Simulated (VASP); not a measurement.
```
CELL_PARAMETERS angstrom
      5.09967     0.00000     0.00000
      0.00000     5.09967     0.00000
      0.00000     0.00000     5.09967
ATOMIC_POSITIONS crystal
  Cd 0.00000 0.00000 0.00000
  S  0.27445 0.27445 0.27445
  S  0.72555 0.72555 0.27445
  S  0.72555 0.27445 0.72555
  S  0.27445 0.72555 0.72555
  Be 0.50000 0.50000 0.00000
  Be 0.50000 0.00000 0.50000
  Be 0.00000 0.50000 0.50000
```

Computed with PBEsol GGA, VASP's PBE PAW potentials (set 64) (plane waves; VASP). Settings: 400 eV cut-off, 5×5×5 Γ-centred mesh, tetrahedra with Blöchl corrections, potentials Cd S Be.

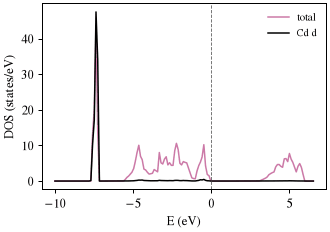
Total and projected density of states, zero at the valence-band maximum

Within 2 eV below the valence-band maximum the largest weight inside VASP's projection spheres is S p.

The gap is direct, 3.08 eV, from the valence maximum at Γ to the conduction minimum at Γ.

The structure was generated: Be3CdS4 was put into an ordered model structure (P-43m), which need not be its known phase. It was relaxed first.
